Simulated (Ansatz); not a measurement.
**Geometry relaxation, with input and output: CH8AlNS (part 2 of 2)**

Continued. System: CH8AlNS. Method: RKS PBE0-D4/STO-3G (Ansatz 0.2.0). It belongs to a series of runs on one base structure; here: end point B relaxed.

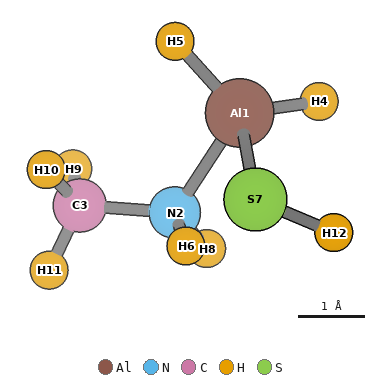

The geometry at step 9 of the log (ball-and-stick view, seen at a tilt; atoms are numbered from 1 in the order of the input).

## Trajectory as extended XYZ, continued
```
12
Properties=species:S:1:pos:R:3:forces:R:3 step=6 energy=-19849.62745
Al   -0.0896    1.4749   -0.1978   -0.0760   0.7588  -0.1531
N    -0.0237   -0.4629   -0.2929   -0.1331  -0.9869  -0.0652
C    -0.8754   -1.4415    0.4897    0.1594   0.1500  -0.1280
H    -0.2019    1.9170   -1.6294   -0.0233  -0.0140   0.0451
H    -1.1264    1.8510    0.8149   -0.0082  -0.0953   0.0434
H     0.9749   -0.4059    0.1229    0.2730   0.1035   0.1324
S     1.9546    1.3949    0.5511   -0.0800  -0.1340   0.0336
H     0.0962   -0.8603   -1.2607   -0.0685   0.1071   0.0939
H    -1.8203   -1.6257   -0.0456    0.0384   0.0757   0.0176
H    -1.0981   -1.0124    1.4783    0.0258   0.0312  -0.0212
H    -0.3392   -2.3973    0.6183   -0.0818   0.0200   0.0092
H     2.5489    1.5681   -0.6490   -0.0257  -0.0160  -0.0077
12
Properties=species:S:1:pos:R:3:forces:R:3 step=7 energy=-19849.65523
Al   -0.1086    1.4937   -0.2102   -0.0746  -0.1064   0.0621
N     0.0182   -0.4786   -0.2993   -0.2692  -0.3366  -0.1224
C    -0.8559   -1.4202    0.4891    0.0503   0.0906  -0.1299
H    -0.2396    1.9197   -1.6427    0.0336   0.0613   0.0326
H    -1.1546    1.8108    0.8160    0.0093  -0.0196  -0.0257
H     1.0213   -0.4069    0.1183    0.0712   0.2178   0.1403
S     1.9191    1.3552    0.5731    0.1507   0.1551   0.0046
H     0.1242   -0.8687   -1.2676   -0.0418  -0.0519  -0.0354
H    -1.8164   -1.5482   -0.0359    0.0428   0.0002   0.0690
H    -1.0450   -0.9763    1.4785    0.0240  -0.0313  -0.0110
H    -0.3704   -2.4038    0.6107   -0.0748   0.0299   0.0130
H     2.5077    1.5232   -0.6300    0.0785  -0.0089   0.0028
12
Properties=species:S:1:pos:R:3:forces:R:3 step=8 energy=-19849.66752
Al   -0.1164    1.4894   -0.2153    0.0002  -0.1782  -0.0477
N     0.0132   -0.4946   -0.3117    0.0028   0.1338  -0.0219
C    -0.8574   -1.4212    0.4891    0.0083   0.0550  -0.0433
H    -0.2431    1.9359   -1.6412    0.0122   0.0413   0.0139
H    -1.1699    1.7799    0.8115    0.0486  -0.0004  -0.0118
H     1.0136   -0.3802    0.1197    0.0006   0.0312   0.0216
S     1.9199    1.3770    0.5670   -0.0027  -0.0227   0.0396
H     0.1262   -0.8928   -1.2760    0.0061  -0.0441   0.0210
H    -1.8313   -1.5314   -0.0140    0.0300  -0.0030   0.0460
H    -1.0186   -0.9742    1.4822    0.0116  -0.0357  -0.0106
H    -0.3921   -2.4149    0.6044   -0.0380   0.0161   0.0023
H     2.5559    1.5269   -0.6159   -0.0796   0.0067  -0.0089
12
Properties=species:S:1:pos:R:3:forces:R:3 step=9 energy=-19849.66970
Al   -0.1297    1.4637   -0.2228    0.2063   0.0040  -0.2327
N     0.0326   -0.5080   -0.3184   -0.0030   0.1076   0.0280
C    -0.8574   -1.4084    0.4838    0.0275  -0.0614   0.0028
H    -0.2572    1.9244   -1.6474    0.0080   0.0030   0.0786
H    -1.1605    1.7669    0.8119   -0.1278  -0.0343   0.0774
H     1.0232   -0.3769    0.1335    0.0481   0.0424   0.0189
S     1.9052    1.3796    0.5716   -0.0220  -0.0130   0.0448
H     0.1697   -0.9293   -1.2688   -0.0384  -0.0036  -0.0251
H    -1.8458   -1.4615    0.0076   -0.0975  -0.0135  -0.0238
H    -0.9720   -0.9808    1.4888   -0.0035   0.0415   0.0707
H    -0.4438   -2.4252    0.5696    0.0295  -0.0540  -0.0091
H     2.5357    1.5555   -0.6093   -0.0271  -0.0187  -0.0304
12
Properties=species:S:1:pos:R:3:forces:R:3 step=10 energy=-19849.67462
Al   -0.1256    1.4657   -0.2376   -0.1093   0.0031   0.0688
N     0.0251   -0.5029   -0.3249   -0.0063  -0.0120  -0.1175
C    -0.8511   -1.4074    0.4912    0.0196  -0.0136   0.0290
H    -0.2236    1.9531   -1.6494    0.0028   0.0088  -0.0523
H    -1.1890    1.7420    0.7820    0.0131   0.0050  -0.0239
H     1.0209   -0.3600    0.1203    0.0364  -0.0108   0.0467
S     1.8934    1.3646    0.5845    0.0786   0.0088   0.0179
H     0.1529   -0.9299   -1.2754   -0.0249   0.0081   0.0260
H    -1.8555   -1.4540    0.0435   -0.0043  -0.0042  -0.0141
H    -0.9371   -0.9852    1.5030    0.0019   0.0046   0.0206
H    -0.4370   -2.4274    0.5585   -0.0043   0.0164  -0.0117
H     2.5267    1.5414   -0.5957   -0.0035  -0.0141   0.0104
12
Properties=species:S:1:pos:R:3:forces:R:3 step=11 energy=-19849.67560
Al   -0.1332    1.4682   -0.2387   -0.0074  -0.0083  -0.0011
N     0.0214   -0.4997   -0.3301    0.0233   0.0052  -0.0190
C    -0.8449   -1.4070    0.4932   -0.0301   0.0051   0.0066
H    -0.2168    1.9543   -1.6542    0.0008   0.0014  -0.0015
H    -1.1999    1.7526    0.7730   -0.0033   0.0025  -0.0004
H     1.0198   -0.3520    0.1167    0.0014   0.0005   0.0017
S     1.8878    1.3565    0.5922    0.0104   0.0079   0.0202
H     0.1443   -0.9280   -1.2800   -0.0103   0.0024   0.0044
H    -1.8539   -1.4534    0.0552    0.0009  -0.0064   0.0025
H    -0.9212   -0.9894    1.5084    0.0112  -0.0039  -0.0087
H    -0.4293   -2.4265    0.5501    0.0033  -0.0032   0.0044
H     2.5259    1.5243   -0.5860   -0.0003  -0.0034  -0.0091
12
Properties=species:S:1:pos:R:3:forces:R:3 step=12 energy=-19849.67568
Al   -0.1345    1.4675   -0.2388    0.0019   0.0043  -0.0025
N     0.0216   -0.4994   -0.3324   -0.0036  -0.0111   0.0015
C    -0.8441   -1.4063    0.4933    0.0105   0.0071  -0.0030
H    -0.2148    1.9557   -1.6540    0.0003  -0.0004   0.0016
H    -1.2032    1.7522    0.7709   -0.0005   0.0000  -0.0006
H     1.0205   -0.3506    0.1142   -0.0031  -0.0024   0.0031
S     1.8861    1.3553    0.5951    0.0028   0.0031   0.0041
H     0.1423   -0.9277   -1.2824   -0.0049  -0.0024  -0.0026
H    -1.8545   -1.4534    0.0587   -0.0012   0.0005  -0.0025
H    -0.9161   -0.9877    1.5082    0.0010  -0.0005   0.0023
H    -0.4283   -2.4258    0.5507    0.0005   0.0026  -0.0011
H     2.5249    1.5201   -0.5835   -0.0035  -0.0006  -0.0002
```

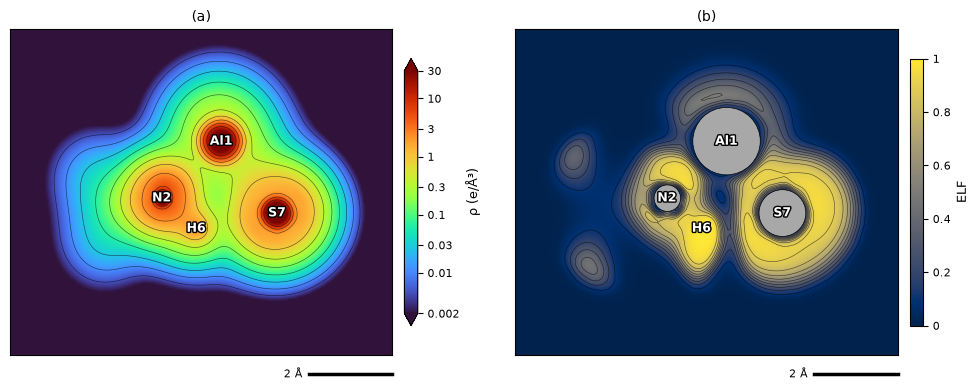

(a) electron density; (b) electron localisation function on the plane of atoms N2, Al1 and S7. Grey discs, where drawn, cover atomic cores. Atoms in the plane: Al, N, H and S. Al–N (1.98 Å): ρ is about 0.55 e/Å³ halfway; the ELF peaks at about 0.95 in the valence shell of N, 0.6 Å from its nucleus, and is about 0.65 at the midpoint. Al–S (2.19 Å): ρ is about 0.64 e/Å³ halfway; the ELF peaks at about 0.90 in the valence shell of S, 1.0 Å from its nucleus, and is about 0.90 at the midpoint.

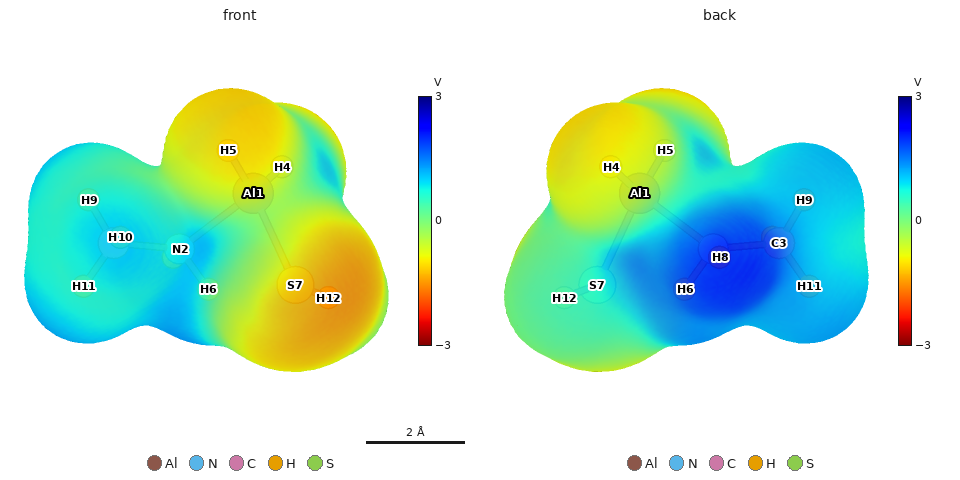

The molecular electrostatic potential painted on the density surface at 0.002 e/bohr³, seen at a tilt and from behind; the colour scale runs from red (negative) to blue (positive).

This output came from the following input.

## Input file
```yaml
crystal:
  periodic: [false, false, false]
  atoms:
    - { symbol: Al, position_ang: [0.019779, 2.317126, -0.214117] }
    - { symbol: "N", position_ang: [-0.09721, -0.87748, -0.390396] }
    - { symbol: C, position_ang: [-0.899465, -1.767076, 0.51215] }
    - { symbol: H, position_ang: [-0.09911, 2.677308, -1.663706] }
    - { symbol: H, position_ang: [-1.058875, 2.509719, 0.80504] }
    - { symbol: H, position_ang: [0.812331, -0.717223, 0.093785] }
    - { symbol: S, position_ang: [1.976437, 1.63496, 0.525864] }
    - { symbol: H, position_ang: [0.163687, -1.475072, -1.218451] }
    - { symbol: H, position_ang: [-1.852874, -2.012331, 0.019822] }
    - { symbol: H, position_ang: [-1.120133, -1.220155, 1.441197] }
    - { symbol: H, position_ang: [-0.396589, -2.713507, 0.784677] }
    - { symbol: H, position_ang: [2.552022, 1.64363, -0.695964] }
basis:
  gaussian: { orbitals: STO-3G }
hamiltonian:
  xc: pbe0
  dispersion: d4
relax:
  f_tol: 0.03
  max_steps: 50
output:
  orbitals: {}
```

Launched with:
```bash
ansatz run input.yaml --threads 1 --pin off --max-ram 2048MiB --backend cpu --events-out ev --progress --plain --runs-dir out
```

## Results in brief

```json
{"quantity": "outcome", "value": "converged"}
{"quantity": "total energy", "value": "−19849.6757 eV"}
{"quantity": "mean-field energy", "value": "−19849.4632 eV"}
{"quantity": "largest force (length of the vector) at the end", "value": "0.013 eV/Å"}
{"quantity": "hardware", "value": "1 thread of Intel Xeon (Sapphire Rapids), 176 GiB of memory available, shared host"}
{"quantity": "wall time", "value": "27 s"}
{"quantity": "peak memory", "value": "0.16 GiB"}
```
